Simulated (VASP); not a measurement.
Band structure of ZnO (wurtzite). Level of theory: PBE GGA with D3 dispersion (Becke-Johnson damping), VASP's PBE PAW potentials (set 64) (plane waves; VASP).

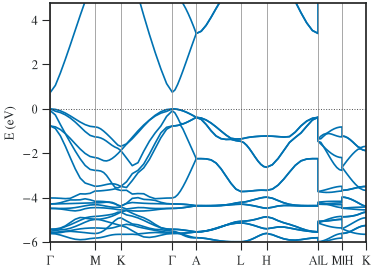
Figure. Bands along high-symmetry lines, zero at the valence-band maximum or, without a gap, the Fermi level

Task: Read the plot: is there a gap, and where are the band edges?

Result: The gap is direct, 0.75 eV, from the valence maximum at Γ to the conduction minimum at Γ. (Edges off the drawn lines would not show.)

Measured: gap 3.60 eV (computed value off by -2.85 eV), as given by Wei Chen et al., Physical Review Materials (2018), doi:10.1103/physrevmaterials.2.073803 [zero-point renormalisation of 0.16 eV added back (the table's ZPR column)].

The compound is ZnO in the wurtzite structure. It was relaxed first.
